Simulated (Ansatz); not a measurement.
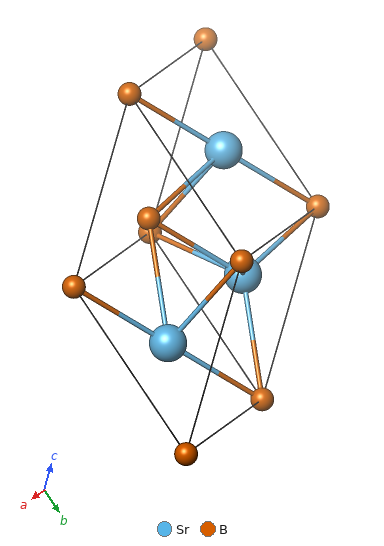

The crystal in a ball-and-stick representation, seen slightly off an axis. Atoms at the boundary of the simulation cell (the box) are drawn once for each face, edge or corner they touch.

Input deck:
```yaml
crystal:
  lattice:
    - [-2.0979241496, 2.0979241496, 4.8885794317]
    - [2.0979241496, -2.0979241496, 4.8885794317]
    - [2.0979241496, 2.0979241496, -4.8885794317]
  atoms:
    - { symbol: Sr, position: [0.25, 0.75, 0.5] }
    - { symbol: Sr, position: [0.5, 0.5, 0.0] }
    - { symbol: B, position: [0.75, 0.25, 0.5] }
    - { symbol: B, position: [0.0, 0.0, 0.0] }
basis:
  ecutwfc: 420
kpoints:
  mp_grid: { grid: [16, 16, 16] }
  band_path:
    path:
      - [[0.0, 0.0, 0.0], [0.0, 0.0, 0.5], [0.25, 0.25, 0.25], [0.0, 0.5, 0.0], [0.0, 0.0, 0.0], [0.5, 0.5, -0.5], [0.296042, 0.703958, -0.296042]]
      - [[-0.296042, 0.296042, 0.296042], [0.0, 0.0, 0.0]]
      - [[0.0, 0.0, 0.5], [-0.09208401, 0.09208401, 0.5]]
      - [[0.5, 0.5, -0.09208401], [0.5, 0.5, -0.5]]
    npoints: 14
hamiltonian:
  xc: pbe
scf:
  occupations: { method: gaussian, width: 0.1 }
  n_extra_bands: 10
output:
  forces: true
  stress: true
  eigenvalues: true
  populations: true
  dos: { projected: true, de: 0.02, nscf_kmesh: { grid: [20, 20, 20] } }
  bader: true
  write_density: true
  write_potential: true
  elf: true
  volumetric_format: npy
```
Run as:
```sh
ansatz run input.yaml --threads 1 --pin off --max-ram 2048MiB --backend cpu --events-out ev --progress --plain --runs-dir out
```

The calculation used Ansatz, DFT PBE, scalar-relativistic, plane waves, PAW, with E_cut = 420 eV, a 16×16×16 sampling of the Brillouin zone, Gaussian smearing of 0.1 eV, no spin polarisation.

Question: List the Bader charges.

Answer: Sr +1.16 e; B -1.16 e.

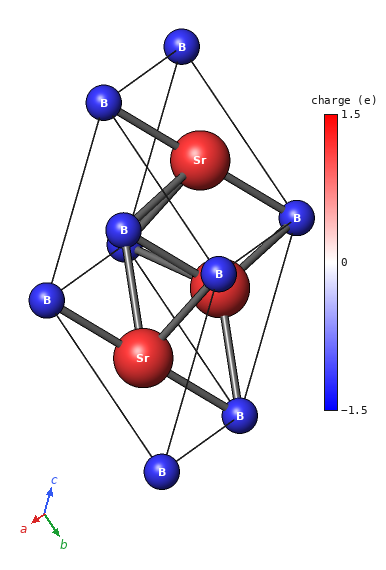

The atoms coloured by those charges.

The initial geometry was a structure type filled with these elements by a generator (whether the compound takes this form wasn't checked). Earlier steps of the study may have refined or changed the cell and positions. A calculation with Ansatz used it as input.
